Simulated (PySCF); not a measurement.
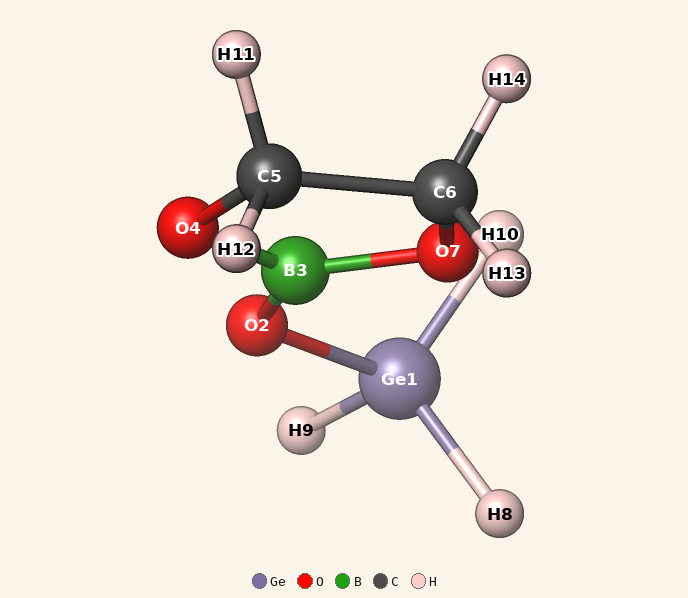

Atoms fade into the background with distance from the viewer. The computed structure is the end point of a PBE0-D3(BJ)/def2-SVP optimisation. No frequency run is at hand to confirm it as a minimum.

What is the conformation of the ring B3–O4–C5–C6–O7?

It is planar. The Cremer–Pople amplitude Q is 0.00 Å.

Give the torsion angles round the ring, beginning with the bond from its second to its third atom.

0°, 0°, 0°, 0°, 0°.
